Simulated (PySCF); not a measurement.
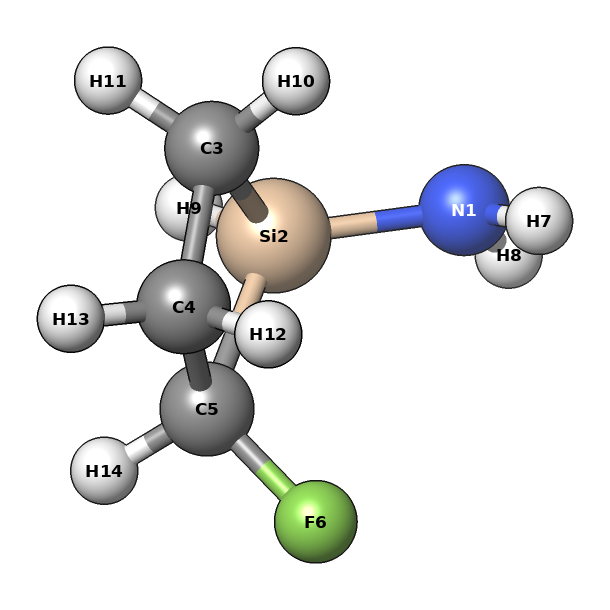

The computed structure is the end point of a GFN2-xTB optimisation. No frequency run is at hand to confirm it as a minimum. Properties computed with delta-SCF UKS SCAN, pcX-2 on the ionised atom, pcseg-1 elsewhere, spin-free X2C (PySCF 2.14.0).

Give the core-electron binding energies (to vacuum; p and d levels without spin–orbit splitting) of N1 1s, Si2 1s, Si2 2p, C3 1s, C4 1s, C5 1s, F6 1s.

```csv
atom,level,binding energy (eV)
N1,1s,404.8
Si2,1s,1846.4
Si2,2p,106.8
C3,1s,289.8
C4,1s,290.5
C5,1s,291.6
F6,1s,691.6
```

The geometry is semi-empirical. Around Si such bond lengths and angles can be off by a tenth of an ångström or more and by several degrees, and values that hang on the shape move with them.
